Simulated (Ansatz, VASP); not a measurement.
**Sb (Antimony) in two plane-wave programs**

One calculation is typed for both programs; each brings its own data sets and cutoff. How far apart do they land?

Calculated with Ansatz 0.2.0; plane waves, with VASP 6.6.1 beside it; zone-centre phonons at LDA.

### Step 1. The starting structure

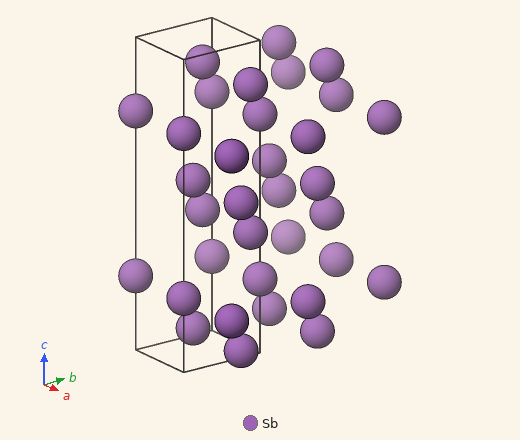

Start, viewed slightly off an axis; antimony purple. 2×2×1 cells are drawn. This picture shows the conventional cell, with its axes. Some periodic images of atoms are drawn too.

### Step 2. VASP: zone-centre phonons, LDA

Second derivatives magnify differences that forces hide, and they need a tight electronic threshold.

Lines of VASP's logs that name or quote its potential files are left out, and so is its time.

INCAR

```
SYSTEM = Sb
PREC = Accurate
ENCUT = 450
EDIFF = 1E-08
NELM = 100
ISMEAR = 1
SIGMA = 0.15
LREAL = .FALSE.
ALGO = Normal
GGA = CA
NBANDS = 11
LORBIT = 11
LWAVE = .FALSE.
LCHARG = .FALSE.
KPAR = 2
IBRION = 8
ISIF = 2
```

POSCAR

```
Sb
1.0
    2.1512309692      1.2420137792      3.6474141679
   -2.1512309692      1.2420137792      3.6474141679
    0.0000000000     -2.4840275584      3.6474141679
Sb
2
Direct
    0.7635715781      0.7635715781      0.7635715781
    0.2364284219      0.2364284219      0.2364284219
```

KPOINTS

```
Automatic mesh
0
Gamma
12 12 12
0 0 0
```

PAW data sets: Sb (LDA family, release 64).

The run is started by

```
> mpirun -np 2 vasp_std
```

Numbers of over 12 decimals in the logs are rounded to 6 here.

What it wrote:

```text
[banner, memory and clock lines left out]
running    2 mpi-ranks, on    1 nodes
 distrk:  each k-point on    1 cores,    2 groups
 distr:  one band on    1 cores,    1 groups

 POSCAR found type information on POSCAR Sb
 POSCAR found :  1 types and       2 ions
 LDA part: xc-table for (Slater(with rela. corr.)+CA(PZ))
 , standard interpolation
 POSCAR, INCAR and KPOINTS ok, starting setup
 FFT: planning ... GRIDC
 FFT: planning ... GRID_SOFT
 FFT: planning ... GRID
 WAVECAR not read
 entering main loop
       N       E                     dE             d eps       ncg     rms          rms(c)
DAV:   1     0.350369308632E+02    0.35037E+02   -0.33764E+03  4158   0.643E+02
DAV:   2    -0.770539033156E+01   -0.42742E+02   -0.41428E+02  5644   0.111E+02
DAV:   3    -0.963380921417E+01   -0.19284E+01   -0.18899E+01  5026   0.267E+01
DAV:   4    -0.965213670181E+01   -0.18327E-01   -0.18317E-01  4636   0.309E+00
DAV:   5    -0.965234638544E+01   -0.20968E-03   -0.20968E-03  4869   0.373E-01    0.322E+00
DAV:   6    -0.963716542237E+01    0.15181E-01   -0.32636E-03  4641   0.311E-01    0.191E+00
DAV:   7    -0.962858522845E+01    0.85802E-02   -0.70418E-03  4572   0.451E-01    0.553E-02
DAV:   8    -0.962859741342E+01   -0.12185E-04   -0.18619E-04  4698   0.984E-02    0.172E-02
DAV:   9    -0.962860104059E+01   -0.36272E-05   -0.13082E-05  4743   0.223E-02    0.579E-03
DAV:  10    -0.962860068439E+01    0.35619E-06   -0.15802E-06  4716   0.695E-03    0.916E-04
DAV:  11    -0.962860071219E+01   -0.27796E-07   -0.14908E-07  4743   0.234E-03    0.357E-04
DAV:  12    -0.962860071179E+01    0.40006E-09   -0.88793E-09  2811   0.524E-04
   1 F= -.96286007E+01 E0= -.96290277E+01  d E =0.128093E-02
 Linear response reoptimize wavefunctions to high precision
DAV:   1    -0.962860071201E+01   -0.21930E-09   -0.14204E-09  3511   0.260E-04
DAV:   2    -0.962860071202E+01   -0.10232E-10   -0.11050E-10  2436   0.814E-05
 Linear response DOF=           2
 Linear response progress:
  Degree of freedom:   1/  2
       N       E                     dE             d eps       ncg     rms          rms(c)
RMM:   1    -0.260282596038E-01   -0.26028E-01    0.21543E-02 39043   0.121E+00
RMM:   2    -0.256793678276E-01    0.34889E-03   -0.17126E-03 30111   0.252E-01    0.496E-02
RMM:   3    -0.256801973038E-01   -0.82948E-06   -0.19162E-05 31721   0.414E-02    0.292E-02
RMM:   4    -0.257287286712E-01   -0.48531E-04    0.52876E-08 31917   0.202E-02    0.235E-03
RMM:   5    -0.257370572531E-01   -0.83286E-05    0.12305E-06 32506   0.381E-03    0.103E-03
RMM:   6    -0.257388603210E-01   -0.18031E-05   -0.16312E-07 30919   0.920E-04    0.314E-04
RMM:   7    -0.257380354429E-01    0.82488E-06   -0.18541E-07 33113   0.237E-04    0.888E-05
RMM:   8    -0.257379896369E-01    0.45806E-07   -0.57329E-08 33863   0.509E-05    0.198E-05
RMM:   9    -0.257379757885E-01    0.13848E-07   -0.11221E-10 33662   0.168E-05    0.202E-06
RMM:  10    -0.257379665344E-01    0.92541E-08    0.25101E-09 33984   0.825E-06    0.740E-07
 first order change of Fermi-energy  -0.21133E-04
 force on displaced ion       1 direction 1 :  -1.815  -0.000  -0.000
 Linear response progress:
  Degree of freedom:   2/  2
       N       E                     dE             d eps       ncg     rms          rms(c)
RMM:   1    -0.270148297197E-01   -0.27015E-01    0.14691E-02  8168   0.122E+00
RMM:   2    -0.257654869624E-01    0.12493E-02   -0.17256E-03  6495   0.261E-01    0.482E-02
RMM:   3    -0.256695490257E-01    0.95938E-04   -0.46064E-05  6906   0.450E-02    0.287E-02
RMM:   4    -0.256031758515E-01    0.66373E-04   -0.25418E-05  6733   0.249E-02    0.690E-03
RMM:   5    -0.256109303831E-01   -0.77545E-05   -0.51009E-07  6952   0.518E-03    0.243E-03
RMM:   6    -0.256127498674E-01   -0.18195E-05   -0.10981E-08  7035   0.108E-03    0.800E-04
RMM:   7    -0.256120453963E-01    0.70447E-06   -0.19854E-08  7092   0.328E-04    0.207E-04
RMM:   8    -0.256120749534E-01   -0.29557E-07   -0.32747E-09  7209   0.579E-05    0.257E-05
RMM:   9    -0.256120920799E-01   -0.17126E-07    0.61428E-10  7233   0.236E-05    0.138E-05
RMM:  10    -0.256120892515E-01    0.28283E-08   -0.82775E-10  7299   0.105E-05    0.308E-06
 first order change of Fermi-energy   0.12866E+00
 force on displaced ion       1 direction 3 :   0.000   0.000  -4.563
 Linear response finished
```

OUTCAR, selected parts (step 2):

```text
ion  position               nearest neighbor table
   1  0.764  0.764  0.764-   2 2.92   2 2.92   2 2.92   2 3.27   2 3.27   2 3.27
   2  0.236  0.236  0.236-   1 2.92   1 2.92   1 2.92   1 3.27   1 3.27   1 3.27

  LATTYP: Found a trigonal (rhomboedric) cell.
 ALAT       =     4.4129381395
 COS(alpha) =     0.5247212476

 Subroutine GETGRP returns: Found 12 space group operations
 (whereof 12 operations were pure point group operations)

The static configuration has the point symmetry D_3d.

 Found    189 irreducible k-points:

   k-points           NKPTS =    189   k-points in BZ     NKDIM =    189   number of bands    NBANDS=     11

   dimension x,y,z NGX =    32 NGY =   32 NGZ =   32
   dimension x,y,z NGXF=    64 NGYF=   64 NGZF=   64

   ENCUT  =  450.0 eV  33.07 Ry    5.75 a.u.   7.63  7.63  7.63*2*pi/ulx,y,z

   NELECT =      10.0000    total number of electrons

 k-points in reciprocal lattice and weights: Automatic mesh
   0.00000000  0.00000000  0.00000000       0.001
   0.08333333 -0.00000000  0.00000000       0.003
   0.16666667 -0.00000000  0.00000000       0.003
   0.25000000  0.00000000  0.00000000       0.003
   0.33333333 -0.00000000  0.00000000       0.003
   0.41666667  0.00000000 -0.00000000       0.003
   0.50000000  0.00000000  0.00000000       0.002
   0.08333333  0.08333333  0.00000000       0.003
   0.16666667  0.08333333  0.00000000       0.007
[...]
-0.41666667  0.50000000  0.41666667       0.003
   0.50000000  0.50000000  0.50000000       0.001

 average (electrostatic) potential at core
       1 -86.3894       2 -86.3894

  Total        0.0009283      0.0009283      0.0021739     -0.0000000      0.0000000      0.0000000
  in kB        0.0254353      0.0254353      0.0595666     -0.0000000      0.0000000      0.0000000
  external PRESSURE =       0.0368124 kB  Pullay stress =       0.0000000 kB

  energy-cutoff  :      450.00
  volume of cell :       58.47
      direct lattice vectors                 reciprocal lattice vectors
     2.151230969  1.242013779  3.647414168     0.232425066  0.134190674  0.091388945
    -2.151230969  1.242013779  3.647414168    -0.232425066  0.134190674  0.091388945
     0.000000000 -2.484027558  3.647414168     0.000000000 -0.268381349  0.091388945

 POSITION                                       TOTAL-FORCE (eV/Angst)
 -----------------------------------------------------------------------------------
      0.00000      0.00000      8.35519         0.000000      0.000000     -0.001133
      0.00000      0.00000      2.58706         0.000000     -0.000000      0.001133
 -----------------------------------------------------------------------------------
    total drift:                               -0.000000     -0.000000      0.000000

 Eigenvectors and eigenvalues of the dynamical matrix
 ----------------------------------------------------

   1 f  =    4.280224 THz    26.893438 2PiTHz  142.772889 cm-1    17.701574 meV
             X         Y         Z           dx          dy          dz
      0.000000  0.000000  8.355185    -0.000000    0.000000   -0.707107
      0.000000  0.000000  2.587057     0.000000    0.000000    0.707107

   2 f  =    2.699194 THz    16.959534 2PiTHz   90.035411 cm-1    11.162963 meV
             X         Y         Z           dx          dy          dz
      0.000000  0.000000  8.355185     0.000001   -0.707107    0.000000
      0.000000  0.000000  2.587057    -0.000001    0.707107    0.000000

   3 f  =    2.699194 THz    16.959534 2PiTHz   90.035411 cm-1    11.162963 meV
             X         Y         Z           dx          dy          dz
      0.000000  0.000000  8.355185     0.707107    0.000001    0.000000
      0.000000  0.000000  2.587057    -0.707107   -0.000001    0.000000

   4 f  =    0.000000 THz     0.000000 2PiTHz    0.000001 cm-1     0.000000 meV
             X         Y         Z           dx          dy          dz
      0.000000  0.000000  8.355185     0.656429    0.262871    0.000000
      0.000000  0.000000  2.587057     0.656429    0.262871    0.000000

   5 f  =    0.000000 THz     0.000000 2PiTHz    0.000000 cm-1     0.000000 meV
             X         Y         Z           dx          dy          dz
      0.000000  0.000000  8.355185     0.000000    0.000000    0.707107
      0.000000  0.000000  2.587057    -0.000000    0.000000    0.707107

   6 f/i=    0.000000 THz     0.000000 2PiTHz    0.000000 cm-1     0.000000 meV
             X         Y         Z           dx          dy          dz
      0.000000  0.000000  8.355185     0.262871   -0.656429    0.000000
      0.000000  0.000000  2.587057     0.262871   -0.656429    0.000000

 ELASTIC MODULI CONTR FROM IONIC RELAXATION (kBar)
 Direction    XX          YY          ZZ          XY          YZ          ZX
 --------------------------------------------------------------------------------
 XX         -78.6508    -70.9454   -133.0572      0.0000     27.7118     -0.0000
 YY         -70.9454    -78.6508   -133.0572     -0.0000    -27.7118      0.0000
 ZZ        -133.0572   -133.0572   -236.6936      0.0000      0.0000     -0.0000
 XY           0.0000     -0.0000      0.0000     -3.8527     -0.0000     26.1794
 YZ          27.7118    -27.7118      0.0000     -0.0000   -199.3246      0.0000
 ZX          -0.0000      0.0000     -0.0000     26.1794      0.0000   -177.8907
 --------------------------------------------------------------------------------
```

### Step 3. Ansatz: zone-centre phonons, LDA

Ansatz runs on its default PAW (the set named soft_2) files.

The same cell, functional (in two slightly different forms), mesh and smearing now go to Ansatz, which takes its cutoff from its data sets.

input.yaml

```yaml
crystal:
  lattice:
    - [2.1512309692, 1.2420137792, 3.6474141679]
    - [-2.1512309692, 1.2420137792, 3.6474141679]
    - [0.0, -2.4840275584, 3.6474141679]
  atoms:
    - { symbol: Sb, position: [0.7635715781, 0.7635715781, 0.7635715781] }
    - { symbol: Sb, position: [0.2364284219, 0.2364284219, 0.2364284219] }
hamiltonian:
  xc: lda
  pseudopotentials: { kind: paw }
kpoints:
  mp_grid: { grid: [12, 12, 12] }
scf:
  occupations: { method: methfessel_paxton, width: 0.15 }
phonons:
  method: dfpt
  qpoints: [[0, 0, 0]]
```

The run is started by

```
> ansatz run input.yaml --threads 4 --pin off --max-ram 9216MiB --backend cpu --events-out ev --progress --plain --runs-dir out
```

What it wrote:

```text
Engine: ansatz 0.2.0, aarch64-unknown-linux-gnu
Pseudopotentials: kind: paw
Pseudopotential: Sb, paw, valence charge 15, recommended cutoff 420 eV (normal), Sb.paw.azcp
Functional definition: SPW92
  exchange = slater_x
  correlation = pw_c
Crystal: 2 atoms, lattice volume = 58.472 Å³
Basis set: ecut = 420 eV, 1153 PW (Γ), exchange–correlation on 60×60×60 points (8 copies of the dense FFT grid, shifted against one another)
Bands: 19, of which v1, the nominal top of the filled ones, is band 15 counted from 1 (14 counted from 0)
Symmetry: 12 space group operations
k-points: 476 of 1728 (irreducible under 2 space group operations, time reversal used)
Non-local potential: Sb, projectors of the file, l = 0: 2, l = 1: 2, l = 2: 2, l = 3: 2
PAW form: soft (Blöchl's): semilocal exchange-correlation on the pseudo side does not see the compensation charge
PAW frozen core: Sb, regenerated for the run's functional, and the local potential with it (the file was generated under x = pbe(κ = 0.804, μ = 0.219515), c = pbe(β = 0.066725))
PAW one-centre angular grid: Sb, 590 points (default); XC on 64 Gauss nodes
Initial density: superposition of atomic densities (neutral atoms: chi_scale 0, normalization atom), corrected by the library's trained network
Initial wavefunctions: pseudopotential atomic-orbital guess
Functional: x = slater, c = lda
SCF iter   1: F=—  HF=-12671.646674 eV  |F-HF|=—  |Δ(HF+E_count)|=         —  Δρ=6.47e-3  dr2=1.04e-2  ethr=1.77e-3  ⟨swp⟩=5.8  Hψ=45236  notcnv=0
preconditioner: auto → none  [insulator: Δε(μ)=0.142 eV  Ē_g=8.797 eV  σ=0.150 eV  W_gap=0.61  n_scr=14 (ndim 8)  ℏωp=15.4 eV  f_vac=0.001  D(μ)=0.11/eV (n_scr^D=0)  ε∞_Penn≈4.0]
SCF iter   2: F=—  HF=-12671.641026 eV  |F-HF|=—  |Δ(HF+E_count)|=   5.65e-3  S|Δr|=    0.00e0  Δρ=2.91e-3  dr2=1.97e-3  ethr=3.45e-5  ⟨swp⟩=1.9  Hψ=14894  notcnv=0
SCF iter   3: F=—  HF=-12671.640475 eV  |F-HF|=—  |Δ(HF+E_count)|=   5.51e-4  S|Δr|=    0.00e0  Δρ=6.20e-4  dr2=3.40e-4  ethr=6.58e-6  ⟨swp⟩=2.0  Hψ=15943  notcnv=0
SCF iter   4: F=—  HF=-12671.640338 eV  |F-HF|=—  |Δ(HF+E_count)|=   1.37e-4  S|Δr|=    0.00e0  Δρ=1.10e-4  dr2=6.26e-6  ethr=1.13e-6  ⟨swp⟩=2.0  Hψ=16188  notcnv=0
SCF iter   5: F=—  HF=-12671.640336 eV  |F-HF|=—  |Δ(HF+E_count)|=   1.90e-6  S|Δr|=    0.00e0  Δρ=9.84e-5  dr2=3.33e-6  ethr=2.09e-8  ⟨swp⟩=2.0  Hψ=16241  notcnv=0
SCF iter   6: F=—  HF=-12671.640334 eV  |F-HF|=—  |Δ(HF+E_count)|=   2.00e-6  S|Δr|=    0.00e0  Δρ=2.22e-5  dr2=1.63e-7  ethr=1.11e-8  ⟨swp⟩=2.0  Hψ=15769  notcnv=0
SCF iter   7: F=—  HF=-12671.640334 eV  |F-HF|=—  |Δ(HF+E_count)|=   1.64e-7  S|Δr|=    0.00e0  Δρ=4.19e-6  dr2=5.39e-9  ethr=5.43e-10  ⟨swp⟩=2.0  Hψ=14983  notcnv=0
SCF iter   8: F=—  HF=-12671.640334 eV  |F-HF|=—  |Δ(HF+E_count)|=   2.77e-9  S|Δr|=    0.00e0  Δρ=3.82e-7  dr2=3.33e-11  ethr=1.80e-11  ⟨swp⟩=2.0  Hψ=15853  notcnv=0
SCF iter   9: F=-12671.640334 eV  HF=-12671.640334 eV  |F-HF|=7.28e-12  |Δ(HF+E_count)|=  1.09e-11  S|Δr|=    0.00e0  Δρ=2.91e-8  dr2=4.24e-13  ethr=1.00e-12  ⟨swp⟩=5.8  Hψ=35801  notcnv=0
SCF 1 converged in 9 iterations: F = -12671.640334 eV  dr2 = 4.24e-13
  greatest PAW one-centre occupation: 0.998 electrons in one spin orbital (limit 2), on the Sb atom at site 1 (counted from 0), in its partial waves of l = 2
DFPT response loops at Γ: preconditioner auto → Kerker (q_TF=auto, 2.441 Å⁻¹) (partly filled bands, converged f_vac=0.000); β = 1.00, the filter's whole step (`scf.mixing.beta` (0.50) is not read by the response loops under this deck's `scf.mixing.preconditioner`; to damp them name `kerker` or `kerker_dos`, under which they read `scf.mixing.beta`, and type it under 1.00, their step now; both keys bind the ground state too); Broyden in place of MSR1
SCF converged after 9 iterations
Stability not checked: this state was not tested for a lower state beside it, because cold or Methfessel-Paxton smearing, or corrected tetrahedra, fill the levels in a way that the test cannot read (fill_not_monotonic; see scf.lower_state_search)
Free energy (F): -12671.640334 eV
Harris-Foulkes:  -12671.640334 eV  (|F-HF|=7.28e-12)
Internal energy: -12671.641594 eV  (E = F + TS)
E sigma→0 (E₀):  -12671.640649 eV
Entropy (-TS):   0.001260 eV (0.630 meV/atom)
Fermi energy:    10.154523 eV
--- Per-component energies (eV) ---
  E_band       = -332.829867
  E_kinetic    = 417.476788
  E_local      = -3143.182439  (includes V_loc(G=0)·N_el)
  E_nonlocal   = 732.681301
  E_hartree    = 1422.934068
  E_xc         = -276.379719
  E_vxc        = -195.474517  (∫ρ·V_xc dr)
  E_paw        = -8853.009235  (= ΣΔE_a)
  E_vpaw       = -990.199087  (= ΣTr[D̂ρ^β])
  E_aug_tail   = -0.000004  (compensation charges beyond the density's cutoff)
  E_ewald      = -2973.280002
  E_core_change = 1.117647  (= ΣΔE_core)
  E_smearing   = 0.001260  (= −TS)
  E_closure    = -0.000000  (closes the sum)
  Σ components = -12671.640334   (vs F -12671.640334, Δ=0.00e0)
--- Band table (eV; the first three rows and the last of 476) ---
  k-point 0: bands = [... 11 lower, 5.4383, 8.2364, 8.3585, 8.3585, 12.6143, 13.0653, 13.0653, 15.2432]
  k-point 1: bands = [... 11 lower, 5.0525, 8.2580, 8.3524, 8.5525, 12.5040, 12.8298, 12.8350, 14.9456]
  k-point 2: bands = [... 11 lower, 4.1723, 8.2827, 8.3433, 8.9272, 12.1036, 12.2534, 12.2882, 14.8042]
  k-point 475: bands = [... 11 lower, 0.9027, 8.9529, 8.9529, 9.7319, 10.1137, 10.1137, 11.0939, 17.6350]
--- Phonons (Γ-DFPT): 2 representative perturbations + reference, on 476 of 1728 k-points (Σ response iterations 5) ---
  k mesh reduced under 2 symmetry operations, with k and −k counted as one. Each operation leaves every solved perturbation unchanged. A smaller set is not used because it would not reduce the number of displacements times k-points to solve
  ASR residual: 3.178e-5 → 0.000e0 eV/Å²; symmetrization residual: 2.443e-5 eV/Å²
  ASR residual per site (eV/Å²): 3.18e-5 3.18e-5
  Γ frequencies (cm⁻¹): 0.00 0.00 0.00 85.66 85.66 139.86
  non-analytic LO–TO correction: not included (Born effective charges unavailable; polar crystals: no LO–TO splitting at Γ)
--- Phonons (arbitrary-q DFPT): 1 explicit q-point ---
  q = [0, 0, 0] (of the zone-centre solve; hermiticity 6.72e-6, symmetrization 2.42e-6): -0.00 -0.00 0.00 85.66 85.66 139.86
  sum rule: each row above includes the acoustic sum rule's correction from the zone centre's row sums; it moved no ω² by more than (0.27 cm⁻¹)²
```

Elapsed: 36 s, on 4 threads of Arm Neoverse V1, shared host; peak memory 1.7 GiB; 2.2 min of CPU time.

### Step 4. Comparison

Known differences besides the PAW data sets themselves: the two LDA forms differ slightly; the data sets hold 30 valence electrons in Ansatz (default PAW (the set named soft_2) files) and 10 in VASP; the cutoff is 420 eV in Ansatz and 450 eV in VASP; Ansatz makes its cores anew for this functional, VASP keeps those of its LDA data sets. Total energies have different zeros and are not compared.

Both answers:

```
          quantity  Ansatz   VASP  difference
mode 4 to 5 (cm⁻¹)    85.7   90.0     -4.86 %
     mode 6 (cm⁻¹)   139.9  142.8     -2.04 %
```

### Step 5. Results

```json
{
 "difference in mode 4 to 5 (zone-centre phonons, LDA)": "-4.9 %"
}
```

What this shows: The difference in mode 4 to 5 is -4.9 % (zone-centre phonons, LDA), beyond the 3 % picked in this series as the mark of a large difference. How closely two codes agree says nothing of how well the functional describes the real material.

[Lines on the potential files, build, host, timing and source positions are cut from VASP's logs without a mark.]

[Logs are printed without paths, hosts, clocks, repeated set-up lines and the standing remarks that a program may print on its own settings, such as how far it seeks lower states.]

[Hosts, paths, dates, database ids (printed as entryN), source tags and the programs' standing remarks are cut or masked in the printed files.]
